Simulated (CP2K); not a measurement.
# C2H4F2 (1,1-difluoroethane) at GFN2-xTB

Aim: the vertical ionisation energy of C2H4F2 (1,1-difluoroethane) at GFN2-xTB, from 2 runs. 

The calculation is run with CP2K 2026.2.

1 further run of the same task is left out (set aside as unsound or not needed).

## Step 1: The molecule

C2H4F2: 8 atoms, total charge 0, spin state singlet. SMILES: `CC(F)F`. The coordinates come from a PBE0-D4/def2-TZVP relaxation.

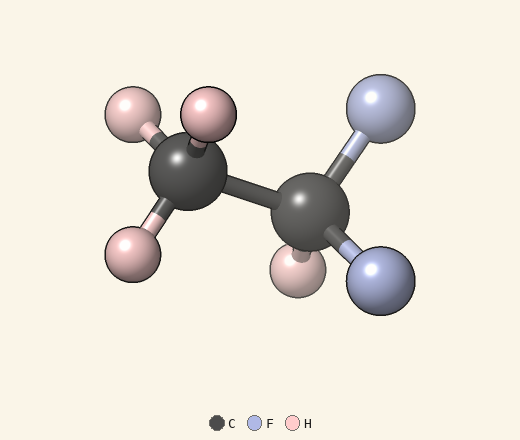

The structure, seen from a chosen angle (carbon dark grey, fluorine light blue, hydrogen pink).

## Step 2: A single-point energy at GFN2-xTB

molecule.xyz

```xyz
8

C      0.003300     0.777600     0.023300
C     -0.052000    -0.718200    -0.008200
F      0.925500    -1.243400     0.779100
F      0.168200    -1.172100    -1.271900
H      0.981400     1.111900    -0.325400
H     -0.157200     1.132800     1.041800
H     -0.771000     1.190600    -0.624000
H     -1.006100    -1.136400     0.329500
```

gas.inp

```
&global
  project gas
  run_type ENERGY
  print_level MEDIUM
&end global

&force_eval
  method Quickstep
  &dft
    &qs
      method XTB
      eps_default 1.0E-10
      &xtb
        gfn_type TBLITE
        &tblite
          method GFN2
        &end tblite
        check_atomic_charges F
      &end xtb
    &end qs
    &poisson
      periodic NONE
      poisson_solver ANALYTIC
    &end poisson
    &scf
      scf_guess ATOMIC
      eps_scf 1.0E-06
      max_scf 150
      added_mos 2
      &diagonalization
        algorithm STANDARD
      &end diagonalization
      &mixing
        method DIRECT_P_MIXING
        alpha 0.4
      &end mixing
      &smear ON
        method FERMI_DIRAC
        electronic_temperature [K] 300
      &end smear
    &end scf
    &print
      &moments
        periodic F
        reference COM
        max_moment 1
      &end moments
      &mo ON
        energies T
        occupation_numbers T
        ndigits 6
        &each
          qs_scf 0
        &end each
        add_last NUMERIC
      &end mo
      &hirshfeld OFF
      &end hirshfeld
    &end print
  &end dft
  &subsys
    &cell
      abc 14 14.4 14.3
      periodic NONE
    &end cell
    &topology
      coord_file_name molecule.xyz
      coord_file_format XYZ
      &center_coordinates
      &end center_coordinates
    &end topology
  &end subsys
&end force_eval
```

Run with:

```
OMP_NUM_THREADS=1 cp2k.psmp gas.inp > gas.out
```

What it wrote:

```text
CP2K| version string:                                       CP2K version 2026.2
[...]
 GLOBAL| Method name                                                        CP2K
[...]
 GLOBAL| Run type                                                         ENERGY
[...]
                             - Atoms:                                          8
[...]
                             - Spherical basis functions:                     20
[...]
 Number of electrons:                                                         26
[...]
  *** SCF run converged in    11 steps ***
[...]
  Fermi energy:                                                -0.00313114253464
[...]
 TB_DIPOLE| Moment [Debye]         -1.50045535       2.04307438       0.62537010
 TB_DIPOLE| Derivative [a.u.]       0.00000000       0.00000000       0.00000000
[...]
 ENERGY| Total FORCE_EVAL ( QS ) energy [hartree]            -15.789233270142601
[...]
```

Wall time 0.26 s (1 thread of Arm Neoverse V1, shared host).

## Step 3: The doublet cation

molecule.xyz is that of step 2.

molecule.inp

```
&GLOBAL
   PROJECT molecule
   RUN_TYPE ENERGY
   PRINT_LEVEL MEDIUM
&END GLOBAL

&FORCE_EVAL
   METHOD QUICKSTEP
   &DFT
      CHARGE 1
      MULTIPLICITY 2
      LSD T
      &QS
         METHOD XTB
         EPS_DEFAULT 1.0E-10
         &XTB
            GFN_TYPE TBLITE
            &TBLITE
               METHOD GFN2
            &END TBLITE
            CHECK_ATOMIC_CHARGES F
         &END XTB
      &END QS
      &POISSON
         PERIODIC NONE
         POISSON_SOLVER ANALYTIC
      &END POISSON
      &SCF
         SCF_GUESS ATOMIC
         EPS_SCF 1.0E-06
         MAX_SCF 150
         ADDED_MOS 2
         &DIAGONALIZATION
            ALGORITHM STANDARD
         &END DIAGONALIZATION
         &MIXING
            METHOD DIRECT_P_MIXING
            ALPHA 0.4
         &END MIXING
         &SMEAR ON
            METHOD FERMI_DIRAC
            ELECTRONIC_TEMPERATURE [K] 300
            FIXED_MAGNETIC_MOMENT 1.0
         &END SMEAR
      &END SCF
      &PRINT
         &MOMENTS
            PERIODIC F
            REFERENCE COM
            MAX_MOMENT 1
         &END MOMENTS
         &MO ON
            ENERGIES T
            OCCUPATION_NUMBERS T
            NDIGITS 6
            &EACH
               QS_SCF 0
            &END EACH
            ADD_LAST NUMERIC
         &END MO
         &HIRSHFELD OFF
         &END HIRSHFELD
      &END PRINT
   &END DFT
   &SUBSYS
      &CELL
         ABC 14 14.4 14.3
         PERIODIC NONE
      &END CELL
      &TOPOLOGY
         COORD_FILE_NAME molecule.xyz
         COORD_FILE_FORMAT XYZ
         &CENTER_COORDINATES
         &END CENTER_COORDINATES
      &END TOPOLOGY
   &END SUBSYS
&END FORCE_EVAL
```

Run with:

```
OMP_NUM_THREADS=1 cp2k.psmp molecule.inp > molecule.out
```

What it wrote:

```text
CP2K| version string:                                       CP2K version 2026.2
[...]
 GLOBAL| Method name                                                        CP2K
[...]
 GLOBAL| Run type                                                         ENERGY
[...]
                             - Atoms:                                          8
[...]
                             - Spherical basis functions:                     20
[...]
 Number of electrons:                                                         13
[...]
  *** SCF run converged in    16 steps ***
[...]
  Fermi energy:                                                -0.50621584060035
[...]
 TB_DIPOLE| Moment [Debye]         -2.58071930       3.89631826       1.08900103
 TB_DIPOLE| Derivative [a.u.]       0.00000000       0.00000000       0.00000000
[...]
 ENERGY| Total FORCE_EVAL ( QS ) energy [hartree]            -15.191118008556257
[...]
```

It took 0.3 s on 1 thread of Arm Neoverse V1, shared host.

## Step 4: Outcome

Level: GFN2-xTB.

| quantity | value |
| --- | --- |
| singlet C2H4F2: total energy | -15.78923 Eh |
| singlet C2H4F2: dipole moment (from atomic charges alone) | 2.61 D |
| singlet C2H4F2: HOMO energy | -12.71 eV |
| singlet C2H4F2: LUMO energy | 0.81 eV |
| singlet C2H4F2: HOMO–LUMO gap | 13.52 eV |
| doublet cation: total energy | -15.19112 Eh |
| doublet cation: HOMO energy (highest over α and β) | -20.15 eV |
| doublet cation: LUMO energy (lowest over α and β) | -19.78 eV |
| vertical ionisation energy (to the doublet cation) | 16.276 eV |

What this shows: The vertical ionisation energy comes to 16.28 eV (1570 kJ/mol). No empirical shift is applied, and without it xTB methods put this difference several eV too high. The dipole (singlet C2H4F2) comes from point charges on the atoms alone, without atomic dipoles, so it is partial.
